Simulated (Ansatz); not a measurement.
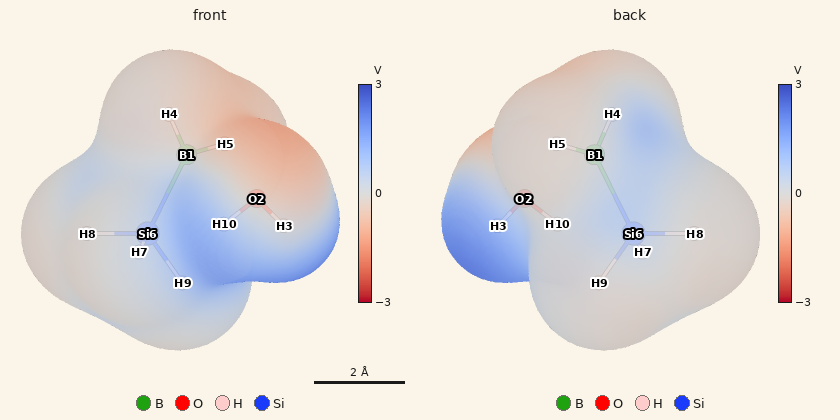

Figure 1: BH5Si···H2O. The molecular electrostatic potential painted on the density surface at 0.001 e/bohr³, seen from the front and from behind; red is negative and blue positive.

Not at a stationary point (largest force 0.9 eV/Å).

The calculation used RKS B3LYP/def2-SVP (Ansatz).

```yaml
atoms:
  - { symbol: B, position_ang: [0.1144, 0.4358, -0.3465] }
  - { symbol: O, position_ang: [-0.2701, -0.3298, 2.1027] }
  - { symbol: H, position_ang: [-1.1983, -0.1432, 2.3078] }
  - { symbol: H, position_ang: [1.1552, -0.1603, -0.4680] }
  - { symbol: H, position_ang: [-0.8794, -0.0607, -0.8172] }
  - { symbol: Si, position_ang: [0.1041, 2.2467, 0.4360] }
  - { symbol: H, position_ang: [0.9427, 2.2893, 1.6857] }
  - { symbol: H, position_ang: [0.6817, 3.2746, -0.4897] }
  - { symbol: H, position_ang: [-1.2513, 2.7333, 0.8426] }
  - { symbol: H, position_ang: [0.2135, 0.4691, 2.4195] }
```

**Describe the electrostatic potential map.**

The most negative region (about −1.2 V) lies over O2, the most positive (about +2.1 V) over H3. O2 is the likeliest acceptor of a hydrogen bond.
